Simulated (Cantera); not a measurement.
Input: 1 mol Cu2O, 0.55 mol H2, 0.45 mol H2O, equilibrated at 550000 Pa.

Method: chemical equilibrium by Gibbs-energy minimisation in Cantera with the NASA 1993 tables (ideal gas, pure condensed phases). Candidate condensed phases: Cu, CuO, Cu(OH)2, Cu2O, H2O; 12 gas species. Mutual solubility and eutectic melting of coexisting phases are not modelled. Equilibrium is a limit: real reactors are often held back by kinetics, nucleation or transport.

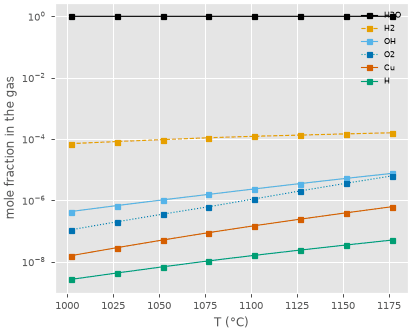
Figure. Equilibrium gas composition (values under 1e-9 drawn at 1e-9)

From 1002 °C to 1077 °C the condensed part is Cu(s) + Cu2O(s). From 1102 °C to 1177 °C the condensed part is Cu(l) + Cu2O(s). The main Cu-bearing gas is Cu throughout.
